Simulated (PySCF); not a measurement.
Species, as SMILES: O (H2O).
Geometry (B3LYP-D3(BJ)/def2-TZVP, fixed):
```xyz
3

O      0.0070     0.0013     0.1167
H     -0.0500     0.7593    -0.4742
H     -0.0062    -0.7700    -0.4592
```

Basis-set convergence of the lowest singlet excitation energy at PBE0 with PySCF. Tamm-Dancoff approximation; the state is taken by its order, and sets in which it differs in degeneracy or brightness are left out, yet its character can still change. All functions are spherical. Density fitting with generated auxiliary sets. In sets without p functions on hydrogen, species with hydrogen take exact integrals. No added dispersion term, no relativity. Reference: the value in d-aug-cc-pVTZ, 7.165 eV, itself unsure by roughly 0.013 eV (its mean distance from aug-pcseg-3, aug-cc-pVQZ, aug-pcseg-2). Deviations are taken from unrounded values. Cost is core time over that of aug-cc-pVDZ, rough, on shared machines of one kind; a dash marks a row that isn't timed (too short, read off another run, short of memory, by another algorithm or on other hardware).

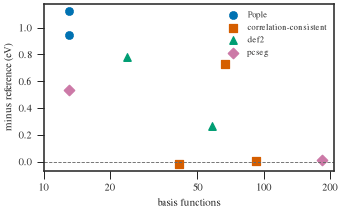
Deviation from the reference against the number of basis functions, by family of sets.

| basis | functions | lowest singlet excitation energy (eV) | minus reference (eV) | cost |
|---|---|---|---|---|
| 3-21G | 13 | 8.287 | 1.123 | - |
| 6-31G | 13 | 8.109 | 0.945 | - |
| pcseg-0 | 13 | 7.699 | 0.535 | - |
| def2-SVP | 24 | 7.945 | 0.780 | - |
| aug-cc-pVDZ | 41 | 7.149 | -0.016 | 1× |
| def2-TZVPD | 58 | 7.431 | 0.266 | 1× |
| jun-cc-pV(T+d)Z | 67 | 7.891 | 0.726 | 2× |
| aug-cc-pVTZ | 92 | 7.172 | 0.007 | 3× |
| aug-pcseg-3 | 183 | 7.173 | 0.008 | 20× |
